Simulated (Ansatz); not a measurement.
**Ge: a two-dimensional strain map, part 1 of 2**

The task, for Ge: map the energy over biaxial and axial strain.

Computed with Ansatz 0.2.0 (DFT r2SCAN, scalar-relativistic, plane waves, PAW, unless a step's input says otherwise).

## (1) The system as given

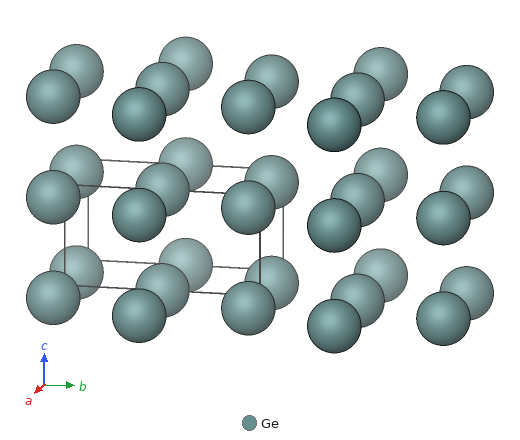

The starting structure, seen slightly off an axis (germanium teal). 2×2×2 cells are drawn. Atoms on the faces are drawn again on the opposite ones. The cell drawn here is the conventional one.

Structure file:

```
CELL_PARAMETERS angstrom
1.39715 -2.60052 0.00000
1.39715 2.60052 0.00000
0.00000 0.00000 2.69823
ATOMIC_POSITIONS crystal
Ge 0.50000 0.50000 0.00000
```

It goes back to an entry of the Materials Project, which need not be the stable form.

No relaxation comes first: the listed cell is the starting point.

## (2) Zero of energy

Reference values: F = -4302.5083 eV; pressure -3.10 GPa; largest force 0.000 eV/Å; gap on the mesh none (metal). It was computed beforehand with the settings of the runs below.

## (3) The scan: a two-dimensional strain map

The cell is strained by p along both x and y and by q along z, with fractional coordinates fixed.

## (4) p = -0.050, q = -0.050

File input.yaml:

```yaml
crystal:
  lattice:
    - [1.32729155, -2.4704902, 0.0]
    - [1.32729155, 2.4704902, 0.0]
    - [0.0, 0.0, 2.56331945]
  atoms:
    - { symbol: Ge, position: [0.5, 0.5, 0.0] }
basis:
  ecutwfc: 500
kpoints:
  mp_grid: { grid: [20, 20, 18] }
hamiltonian:
  xc: r2scan
scf:
  occupations: { method: gaussian, width: 0.15 }
output:
  forces: true
  stress: true
  eigenvalues: true
  write_density: true
  write_potential: true
  elf: true
  volumetric_format: npy
```

Launch:

```
$ ansatz run input.yaml --threads 1 --pin off --max-ram 2560MiB --backend cpu --events-out ev --progress --plain --runs-dir out
```

The program printed (excerpt; [...] marks lines left out):

```text
Warning: RAYON_NUM_THREADS=1 ignored (pool sized by the plan → 1); use --threads N
[...]
Pseudopotentials: kind: paw
Pseudopotential: Ge, paw, valence charge 14, recommended cutoff 500 eV (meta_gga), Ge.paw.azcp
Functional definition: r2SCAN
[...]
Crystal: 1 atoms, lattice volume = 16.811 Å³
Basis set: ecut = 500 eV, 417 PW (Γ), exchange–correlation on 96×96×80 points (64 copies of the dense FFT grid, shifted against one another)
Bands: 11, of which v1, the nominal top of the filled ones, is band 7 counted from 1 (6 counted from 0)
Symmetry: 8 space group operations
Space group: Cmmm (ITA 65), of the structure as read, at distance tolerance 2.6e-5 Å
k-points: 1110 of 7200
[...]
SCF iter   1: F=—  HF=-4302.439739 eV  |F-HF|=—  |Δ(HF+E_count)|=         —  Δρ=6.97e-3  dr2=3.03e-3  dr2_τ=1.57e-3  ethr=1.77e-3  ⟨swp⟩=5.0  Hψ=67328  notcnv=0
[...]
SCF iter   6: F=-4302.460368 eV  HF=-4302.460368 eV  |F-HF|=4.91e-11  |Δ(HF+E_count)|=   1.44e-9  Δρ=5.50e-7  dr2=1.87e-11  dr2_τ=1.22e-12  ethr=9.51e-12  ⟨swp⟩=4.5  Hψ=61770  notcnv=0
[...]
SCF converged after 6 iterations
Free energy (F): -4302.460368 eV
[...]
E sigma→0 (E₀):  -4302.458289 eV
Entropy (-TS):   -0.004158 eV (-4.158 meV/atom)
Fermi energy:    12.757860 eV
[...]
--- Forces (eV/Å), atoms counted from 1 ---
  atom   1  Ge     0.00000000    -0.00000000     0.00000000
[...]
--- Stress (GPa, compression-positive) ---
       12.643114      -0.000000      -0.000000
       -0.000000       8.698071      -0.000000
       -0.000000      -0.000000       9.893486
  P = ⅓ Tr σ = 10.4116 GPa (104.116 kbar)
--- Band table (eV; the first three rows and the last of 1110) ---
  k-point 0: bands = ["-12.9325", "-12.8164", "-12.7339", "-12.5687", "-12.5459", "-2.2102", "20.6006", "21.4093", "23.2999", "23.8583", "26.8959"]
[...]
```

Wall time 22 s (1 thread of Intel Xeon Platinum 8488C (Sapphire Rapids), shared host); peak memory 0.59 GiB.

The maps below are laid out on this run's own conventional cell (a, b, c = 2.655, 4.941, 2.563 Å).

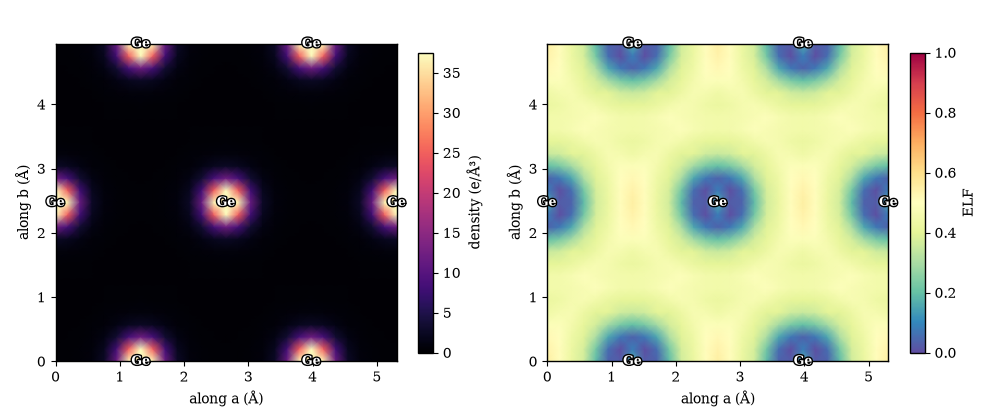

Density (left) and ELF (right) in a lattice plane of the grid's cell (edges 2.65 and 4.94 Å, at 0.000 of the third edge), which holds Ge. Only atoms in the plane are labelled; the density scale stops at 37.52 e/Å³. Both are smooth fields of the valence electrons: close to the nuclei they are not physical.

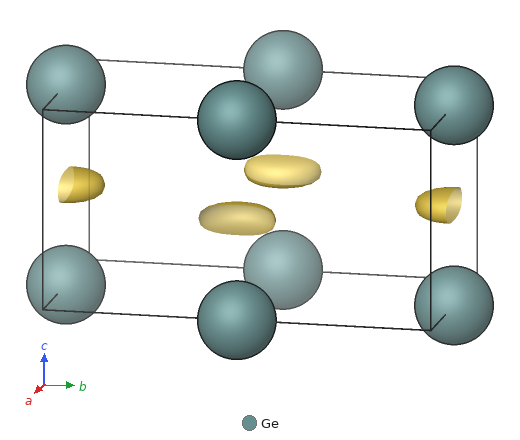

Surface of ELF = 0.62, drawn in one cell.

The highest ELF values outside the cores: 0.68 on the Ge–Ge line, 1.3 Å from Ge.

## (5) p = -0.050, q = 0.000

Changes to input.yaml since step 4:

```diff
@@ -4,3 +4,3 @@
     - [1.32729155, 2.4704902, 0.0]
-    - [0.0, 0.0, 2.56331945]
+    - [0.0, 0.0, 2.698231]
   atoms:
@@ -19,5 +19 @@
   eigenvalues: true
-  write_density: true
-  write_potential: true
-  elf: true
-  volumetric_format: npy
```

Launch:

```
$ ansatz run input.yaml --threads 1 --pin off --max-ram 2560MiB --backend cpu --events-out ev --progress --plain --runs-dir out
```

The program printed (excerpt; [...] marks lines left out):

```text
[...]
SCF converged after 6 iterations
Free energy (F): -4302.477520 eV
[...]
E sigma→0 (E₀):  -4302.475469 eV
Entropy (-TS):   -0.004103 eV (-4.103 meV/atom)
Fermi energy:    11.850039 eV
[...]
--- Forces (eV/Å), atoms counted from 1 ---
  atom   1  Ge     0.00000000     0.00000000    -0.00000000
[...]
--- Stress (GPa, compression-positive) ---
       10.995594      -0.000000       0.000000
       -0.000000       7.397036      -0.000000
        0.000000      -0.000000      -2.347854
  P = ⅓ Tr σ = 5.3483 GPa (53.483 kbar)
--- Band table (eV; the first three rows and the last of 1110) ---
  k-point 0: bands = ["-13.6884", "-13.6283", "-13.5486", "-13.4069", "-13.3840", "-2.6013", "17.9783", "21.0187", "21.8791", "22.9252", "26.2923"]
[...]
```

Wall time 21 s (1 thread of Intel Xeon Platinum 8488C (Sapphire Rapids), shared host); peak memory 0.62 GiB.

## (6) p = -0.050, q = 0.050

Changes to input.yaml since step 5:

```diff
@@ -4,3 +4,3 @@
     - [1.32729155, 2.4704902, 0.0]
-    - [0.0, 0.0, 2.698231]
+    - [0.0, 0.0, 2.83314255]
   atoms:
```

Launch:

```
$ ansatz run input.yaml --threads 1 --pin off --max-ram 2560MiB --backend cpu --events-out ev --progress --plain --runs-dir out
```

The program printed (excerpt; [...] marks lines left out):

```text
[...]
SCF converged after 6 iterations
Free energy (F): -4302.442961 eV
[...]
E sigma→0 (E₀):  -4302.440953 eV
Entropy (-TS):   -0.004016 eV (-4.016 meV/atom)
Fermi energy:    11.072004 eV
[...]
--- Forces (eV/Å), atoms counted from 1 ---
  atom   1  Ge     0.00000000     0.00000000     0.00000000
[...]
--- Stress (GPa, compression-positive) ---
        9.864835       0.000000       0.000000
        0.000000       6.158989       0.000000
        0.000000       0.000000      -9.651740
  P = ⅓ Tr σ = 2.1240 GPa (21.240 kbar)
--- Band table (eV; the first three rows and the last of 1110) ---
  k-point 0: bands = ["-14.4155", "-14.3807", "-14.3056", "-14.1826", "-14.1590", "-2.9900", "15.7396", "19.9677", "20.6191", "22.5377", "25.7782"]
[...]
```

Wall time 18 s (1 thread of Intel Xeon Platinum 8488C (Sapphire Rapids), shared host); peak memory 0.64 GiB.

## (7) Point p = 0.000, q = -0.050

Changes to input.yaml since step 6:

```diff
@@ -2,5 +2,5 @@
   lattice:
-    - [1.32729155, -2.4704902, 0.0]
-    - [1.32729155, 2.4704902, 0.0]
-    - [0.0, 0.0, 2.83314255]
+    - [1.397149, -2.600516, 0.0]
+    - [1.397149, 2.600516, 0.0]
+    - [0.0, 0.0, 2.56331945]
   atoms:
```

Launch:

```
$ ansatz run input.yaml --threads 1 --pin off --max-ram 2560MiB --backend cpu --events-out ev --progress --plain --runs-dir out
```

The program printed (excerpt; [...] marks lines left out):

```text
[...]
SCF converged after 6 iterations
Free energy (F): -4302.498550 eV
[...]
E sigma→0 (E₀):  -4302.496088 eV
Entropy (-TS):   -0.004925 eV (-4.925 meV/atom)
Fermi energy:    11.073501 eV
[...]
--- Forces (eV/Å), atoms counted from 1 ---
  atom   1  Ge     0.00000000     0.00000000    -0.00000000
[...]
--- Stress (GPa, compression-positive) ---
       -1.537446      -0.000000       0.000000
       -0.000000      -3.138560      -0.000000
        0.000000      -0.000000       7.066164
  P = ⅓ Tr σ = 0.7967 GPa (7.967 kbar)
--- Band table (eV; the first three rows and the last of 1110) ---
  k-point 0: bands = ["-14.5045", "-14.3770", "-14.3218", "-14.1869", "-14.1672", "-2.9191", "18.1027", "19.6836", "19.8389", "22.2187", "24.1924"]
[...]
```

It took 17 s on 1 thread of Intel Xeon Platinum 8488C (Sapphire Rapids), shared host; peak memory 0.63 GiB.

## (8) Point p = 0.000, q = 0.050

Changes to input.yaml since step 7:

```diff
@@ -4,3 +4,3 @@
     - [1.397149, 2.600516, 0.0]
-    - [0.0, 0.0, 2.56331945]
+    - [0.0, 0.0, 2.83314255]
   atoms:
```

Launch:

```
$ ansatz run input.yaml --threads 1 --pin off --max-ram 2560MiB --backend cpu --events-out ev --progress --plain --runs-dir out
```

The program printed (excerpt; [...] marks lines left out):

```text
[...]
SCF converged after 6 iterations
Free energy (F): -4302.464301 eV
[...]
E sigma→0 (E₀):  -4302.461806 eV
Entropy (-TS):   -0.004989 eV (-4.989 meV/atom)
Fermi energy:    9.547965 eV
[...]
--- Forces (eV/Å), atoms counted from 1 ---
  atom   1  Ge    -0.00000000    -0.00000000     0.00000000
[...]
--- Stress (GPa, compression-positive) ---
       -2.637748      -0.000000       0.000000
       -0.000000      -3.847661      -0.000000
        0.000000      -0.000000      -9.953934
  P = ⅓ Tr σ = -5.4798 GPa (-54.798 kbar)
--- Band table (eV; the first three rows and the last of 1110) ---
  k-point 0: bands = ["-15.8258", "-15.7946", "-15.7420", "-15.6486", "-15.6294", "-3.5675", "15.0799", "17.4325", "19.0352", "19.1085", "22.9520"]
[...]
```

It took 22 s on 1 thread of Intel Xeon Platinum 8488C (Sapphire Rapids), shared host; peak memory 0.67 GiB.

## (9) At p = 0.050, q = -0.050

Changes to input.yaml since step 8:

```diff
@@ -2,5 +2,5 @@
   lattice:
-    - [1.397149, -2.600516, 0.0]
-    - [1.397149, 2.600516, 0.0]
-    - [0.0, 0.0, 2.83314255]
+    - [1.46700645, -2.7305418, 0.0]
+    - [1.46700645, 2.7305418, 0.0]
+    - [0.0, 0.0, 2.56331945]
   atoms:
```

Launch:

```
$ ansatz run input.yaml --threads 1 --pin off --max-ram 2560MiB --backend cpu --events-out ev --progress --plain --runs-dir out
```

The program printed (excerpt; [...] marks lines left out):

```text
[...]
SCF converged after 6 iterations
Free energy (F): -4302.425492 eV
[...]
E sigma→0 (E₀):  -4302.422780 eV
Entropy (-TS):   -0.005423 eV (-5.423 meV/atom)
Fermi energy:    9.642006 eV
[...]
--- Forces (eV/Å), atoms counted from 1 ---
  atom   1  Ge     0.00000000     0.00000000     0.00000000
[...]
--- Stress (GPa, compression-positive) ---
       -8.860753       0.000000       0.000000
        0.000000      -9.052277       0.000000
        0.000000       0.000000       4.306634
  P = ⅓ Tr σ = -4.5355 GPa (-45.355 kbar)
--- Band table (eV; the first three rows and the last of 1110) ---
  k-point 0: bands = ["-15.9092", "-15.7718", "-15.7352", "-15.6189", "-15.6008", "-3.5707", "15.3052", "16.6389", "19.1280", "20.1252", "21.9693"]
[...]
```

Run time: 22 s. Hardware: 1 thread of Intel Xeon Platinum 8488C (Sapphire Rapids), shared host; peak memory 0.65 GiB.

## (10) p = 0.050, q = 0.000

Changes to input.yaml since step 9:

```diff
@@ -4,3 +4,3 @@
     - [1.46700645, 2.7305418, 0.0]
-    - [0.0, 0.0, 2.56331945]
+    - [0.0, 0.0, 2.698231]
   atoms:
```

Launch:

```
$ ansatz run input.yaml --threads 1 --pin off --max-ram 2560MiB --backend cpu --events-out ev --progress --plain --runs-dir out
```

The program printed (excerpt; [...] marks lines left out):

```text
[...]
SCF converged after 6 iterations
Free energy (F): -4302.425647 eV
[...]
E sigma→0 (E₀):  -4302.423026 eV
Entropy (-TS):   -0.005241 eV (-5.241 meV/atom)
Fermi energy:    8.889819 eV
[...]
--- Forces (eV/Å), atoms counted from 1 ---
  atom   1  Ge    -0.00000000     0.00000000     0.00000000
[...]
--- Stress (GPa, compression-positive) ---
       -9.241855       0.000000       0.000000
        0.000000      -9.492276       0.000000
        0.000000       0.000000      -3.941924
  P = ⅓ Tr σ = -7.5587 GPa (-75.587 kbar)
--- Band table (eV; the first three rows and the last of 1110) ---
  k-point 0: bands = ["-16.5050", "-16.4350", "-16.3989", "-16.3041", "-16.2874", "-3.8329", "15.0311", "16.3743", "16.6081", "19.4018", "21.2536"]
[...]
```

Run time: 25 s. Hardware: 1 thread of Intel Xeon Platinum 8488C (Sapphire Rapids), shared host; peak memory 0.67 GiB.

## (11) p = 0.050, q = 0.050

Changes to input.yaml since step 10:

```diff
@@ -4,3 +4,3 @@
     - [1.46700645, 2.7305418, 0.0]
-    - [0.0, 0.0, 2.698231]
+    - [0.0, 0.0, 2.83314255]
   atoms:
```

Launch:

```
$ ansatz run input.yaml --threads 1 --pin off --max-ram 2560MiB --backend cpu --events-out ev --progress --plain --runs-dir out
```

The program printed (excerpt; [...] marks lines left out):

```text
[...]
SCF converged after 6 iterations
Free energy (F): -4302.378575 eV
[...]
E sigma→0 (E₀):  -4302.376012 eV
Entropy (-TS):   -0.005127 eV (-5.127 meV/atom)
Fermi energy:    8.236820 eV
[...]
--- Forces (eV/Å), atoms counted from 1 ---
  atom   1  Ge     0.00000000     0.00000000     0.00000000
[...]
--- Stress (GPa, compression-positive) ---
       -9.178317       0.000000       0.000000
        0.000000      -9.330127       0.000000
        0.000000       0.000000      -9.647872
  P = ⅓ Tr σ = -9.3854 GPa (-93.854 kbar)
--- Band table (eV; the first three rows and the last of 1110) ---
  k-point 0: bands = ["-17.0911", "-17.0592", "-17.0235", "-16.9467", "-16.9296", "-4.1022", "14.4637", "14.7400", "16.0919", "18.2356", "20.5451"]
[...]
```

Run time: 22 s. Hardware: 1 thread of Intel Xeon Platinum 8488C (Sapphire Rapids), shared host; peak memory 0.69 GiB.

## (12) p = -0.050, q = -0.025

Changes to input.yaml since step 11:

```diff
@@ -2,5 +2,5 @@
   lattice:
-    - [1.46700645, -2.7305418, 0.0]
-    - [1.46700645, 2.7305418, 0.0]
-    - [0.0, 0.0, 2.83314255]
+    - [1.32729155, -2.4704902, 0.0]
+    - [1.32729155, 2.4704902, 0.0]
+    - [0.0, 0.0, 2.630775225]
   atoms:
```

Launch:

```
$ ansatz run input.yaml --threads 1 --pin off --max-ram 2560MiB --backend cpu --events-out ev --progress --plain --runs-dir out
```

The program printed (excerpt; [...] marks lines left out):

```text
[...]
SCF converged after 6 iterations
Free energy (F): -4302.477232 eV
[...]
E sigma→0 (E₀):  -4302.475186 eV
Entropy (-TS):   -0.004092 eV (-4.092 meV/atom)
Fermi energy:    12.290930 eV
[...]
--- Forces (eV/Å), atoms counted from 1 ---
  atom   1  Ge     0.00000000     0.00000000     0.00000000
[...]
--- Stress (GPa, compression-positive) ---
       11.816634       0.000000       0.000000
        0.000000       8.296790       0.000000
        0.000000       0.000000       2.775925
  P = ⅓ Tr σ = 7.6298 GPa (76.298 kbar)
--- Band table (eV; the first three rows and the last of 1110) ---
  k-point 0: bands = ["-13.3129", "-13.2282", "-13.1470", "-12.9947", "-12.9726", "-2.4058", "19.2367", "21.2158", "22.8724", "23.1142", "26.5789"]
[...]
```

Wall time 20 s (1 thread of Intel Xeon Platinum 8488C (Sapphire Rapids), shared host); peak memory 0.61 GiB.

## (13) Point p = -0.050, q = 0.025

Changes to input.yaml since step 12:

```diff
@@ -4,3 +4,3 @@
     - [1.32729155, 2.4704902, 0.0]
-    - [0.0, 0.0, 2.630775225]
+    - [0.0, 0.0, 2.765686775]
   atoms:
```

Launch:

```
$ ansatz run input.yaml --threads 1 --pin off --max-ram 2560MiB --backend cpu --events-out ev --progress --plain --runs-dir out
```

The program printed (excerpt; [...] marks lines left out):

```text
Warning: RAYON_NUM_THREADS=1 ignored (pool sized by the plan → 1); use --threads N
[...]
Pseudopotentials: kind: paw
Pseudopotential: Ge, paw, valence charge 14, recommended cutoff 500 eV (meta_gga), Ge.paw.azcp
Functional definition: r2SCAN
[...]
Crystal: 1 atoms, lattice volume = 18.138 Å³
Basis set: ecut = 500 eV, 451 PW (Γ), exchange–correlation on 96×96×96 points (64 copies of the dense FFT grid, shifted against one another)
Bands: 11, of which v1, the nominal top of the filled ones, is band 7 counted from 1 (6 counted from 0)
Symmetry: 8 space group operations
Space group: Cmmm (ITA 65), of the structure as read, at distance tolerance 2.6e-5 Å
k-points: 1110 of 7200
[...]
SCF iter   1: F=—  HF=-4302.451882 eV  |F-HF|=—  |Δ(HF+E_count)|=         —  Δρ=6.54e-3  dr2=2.88e-3  dr2_τ=9.43e-4  ethr=1.77e-3  ⟨swp⟩=5.1  Hψ=67948  notcnv=0
[...]
SCF iter   6: F=-4302.465232 eV  HF=-4302.465232 eV  |F-HF|=2.87e-10  |Δ(HF+E_count)|=   4.78e-8  Δρ=3.42e-6  dr2=1.32e-9  dr2_τ=1.77e-11  ethr=7.14e-10  ⟨swp⟩=5.4  Hψ=52061  notcnv=0
[...]
SCF converged after 6 iterations
Free energy (F): -4302.465232 eV
[...]
E sigma→0 (E₀):  -4302.463201 eV
Entropy (-TS):   -0.004061 eV (-4.061 meV/atom)
Fermi energy:    11.445338 eV
[...]
--- Forces (eV/Å), atoms counted from 1 ---
  atom   1  Ge     0.00000000     0.00000000     0.00000000
[...]
--- Stress (GPa, compression-positive) ---
       10.311116       0.000000       0.000000
        0.000000       6.705066       0.000000
        0.000000       0.000000      -6.383914
  P = ⅓ Tr σ = 3.5441 GPa (35.441 kbar)
--- Band table (eV; the first three rows and the last of 1110) ---
  k-point 0: bands = ["-14.0560", "-14.0123", "-13.9346", "-13.8026", "-13.7790", "-2.7960", "16.8156", "20.8196", "20.9056", "22.7329", "26.0274"]
[...]
```

It took 24 s on 1 thread of Intel Xeon Platinum 8488C (Sapphire Rapids), shared host; peak memory 0.64 GiB.

## (14) Point p = -0.025, q = -0.050

Changes to input.yaml since step 13:

```diff
@@ -2,5 +2,5 @@
   lattice:
-    - [1.32729155, -2.4704902, 0.0]
-    - [1.32729155, 2.4704902, 0.0]
-    - [0.0, 0.0, 2.765686775]
+    - [1.362220275, -2.5355031, 0.0]
+    - [1.362220275, 2.5355031, 0.0]
+    - [0.0, 0.0, 2.56331945]
   atoms:
```

Launch:

```
$ ansatz run input.yaml --threads 1 --pin off --max-ram 2560MiB --backend cpu --events-out ev --progress --plain --runs-dir out
```

The program printed (excerpt; [...] marks lines left out):

```text
[...]
SCF converged after 6 iterations
Free energy (F): -4302.497399 eV
[...]
E sigma→0 (E₀):  -4302.495020 eV
Entropy (-TS):   -0.004756 eV (-4.756 meV/atom)
Fermi energy:    11.882677 eV
[...]
--- Forces (eV/Å), atoms counted from 1 ---
  atom   1  Ge    -0.00000000     0.00000000     0.00000000
[...]
--- Stress (GPa, compression-positive) ---
        4.249012      -0.000000       0.000000
       -0.000000       1.851486      -0.000000
        0.000000      -0.000000       8.727749
  P = ⅓ Tr σ = 4.9427 GPa (49.427 kbar)
--- Band table (eV; the first three rows and the last of 1110) ---
  k-point 0: bands = ["-13.7397", "-13.6182", "-13.5507", "-13.4021", "-13.3811", "-2.5727", "19.6860", "20.2126", "21.4128", "23.0954", "25.4640"]
[...]
```

Wall time 18 s (1 thread of Intel Xeon Platinum 8488C (Sapphire Rapids), shared host); peak memory 0.61 GiB.

## (15) At p = -0.025, q = 0.000

Changes to input.yaml since step 14:

```diff
@@ -4,3 +4,3 @@
     - [1.362220275, 2.5355031, 0.0]
-    - [0.0, 0.0, 2.56331945]
+    - [0.0, 0.0, 2.698231]
   atoms:
```

Launch:

```
$ ansatz run input.yaml --threads 1 --pin off --max-ram 2560MiB --backend cpu --events-out ev --progress --plain --runs-dir out
```

The program printed (excerpt; [...] marks lines left out):

```text
Warning: RAYON_NUM_THREADS=1 ignored (pool sized by the plan → 1); use --threads N
[...]
Pseudopotentials: kind: paw
Pseudopotential: Ge, paw, valence charge 14, recommended cutoff 500 eV (meta_gga), Ge.paw.azcp
Functional definition: r2SCAN
[...]
Crystal: 1 atoms, lattice volume = 18.639 Å³
Basis set: ecut = 500 eV, 461 PW (Γ), exchange–correlation on 96×96×80 points (64 copies of the dense FFT grid, shifted against one another)
Bands: 11, of which v1, the nominal top of the filled ones, is band 7 counted from 1 (6 counted from 0)
Symmetry: 8 space group operations
Space group: Cmmm (ITA 65), of the structure as read, at distance tolerance 2.7e-5 Å
k-points: 1110 of 7200
[...]
SCF iter   1: F=—  HF=-4302.497925 eV  |F-HF|=—  |Δ(HF+E_count)|=         —  Δρ=6.36e-3  dr2=2.61e-3  dr2_τ=7.68e-4  ethr=1.77e-3  ⟨swp⟩=5.1  Hψ=69012  notcnv=0
[...]
SCF iter   6: F=-4302.510582 eV  HF=-4302.510582 eV  |F-HF|=1.12e-10  |Δ(HF+E_count)|=  9.09e-10  Δρ=6.53e-7  dr2=4.71e-11  dr2_τ=1.10e-12  ethr=2.14e-11  ⟨swp⟩=1.5  Hψ=33042  notcnv=0
[...]
SCF converged after 6 iterations
Free energy (F): -4302.510582 eV
[...]
E sigma→0 (E₀):  -4302.508352 eV
Entropy (-TS):   -0.004460 eV (-4.460 meV/atom)
Fermi energy:    11.039128 eV
[...]
--- Forces (eV/Å), atoms counted from 1 ---
  atom   1  Ge     0.00000000     0.00000000     0.00000000
[...]
--- Stress (GPa, compression-positive) ---
        3.500743       0.000000       0.000000
        0.000000       1.303735       0.000000
        0.000000       0.000000      -3.332317
  P = ⅓ Tr σ = 0.4907 GPa (4.907 kbar)
--- Band table (eV; the first three rows and the last of 1110) ---
  k-point 0: bands = ["-14.4517", "-14.3884", "-14.3226", "-14.1982", "-14.1783", "-2.9283", "17.6176", "19.3279", "21.0676", "21.3447", "24.8239"]
[...]
```

It took 17 s on 1 thread of Intel Xeon Platinum 8488C (Sapphire Rapids), shared host; peak memory 0.63 GiB.

(Continued in part 2 of 2.)
